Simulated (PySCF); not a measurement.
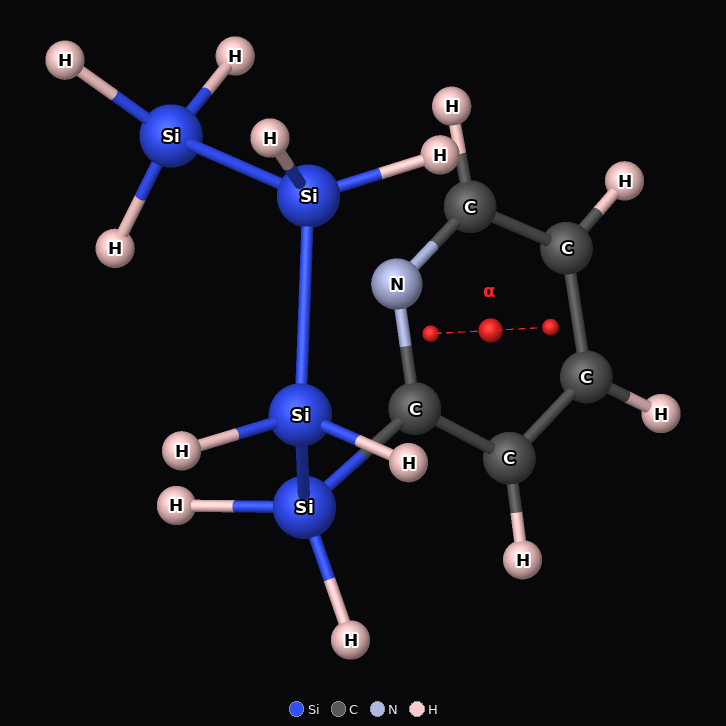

The small points mark where nucleus-independent chemical shifts (NICS) were computed: at the centre of each lettered ring and 1 Å above and below it. Computed geometry: PBE0-D3(BJ)/def2-SVP optimisation. No frequency run is at hand to confirm it as a minimum. Method: GIAO PBE0/pcSseg-1 NMR shielding, non-relativistic, gas phase (PySCF 2.14.0).

Give NICS(0), NICS(1) and the out-of-plane component NICS(1)zz for each ring (means of the two sides).

```csv
ring,members,NICS(0),NICS(1),NICS(1)zz
α,C5N,−6.9,−11.1,−27.1
```

Values in ppm.

What do the values say about the ring currents?

Ring α: diatropic, as in an aromatic ring. NICS is one index among several.
